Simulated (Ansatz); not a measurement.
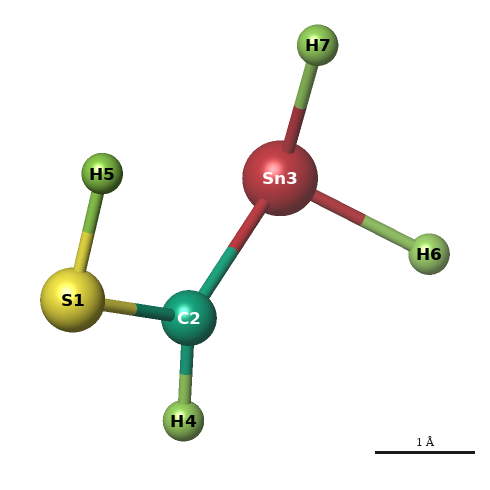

Numbered structure. Computed geometry: PBE-D4/def2-SVP optimisation. No frequency run is at hand to confirm it as a minimum.

List the bonds and their lengths.

| bond | length (Å) |
| --- | --- |
| S1–C2 | 1.713 |
| S1–H5 | 1.370 |
| C2–Sn3 | 2.105 |
| C2–H4 | 1.109 |
| Sn3–H6 | 1.748 |
| Sn3–H7 | 1.754 |
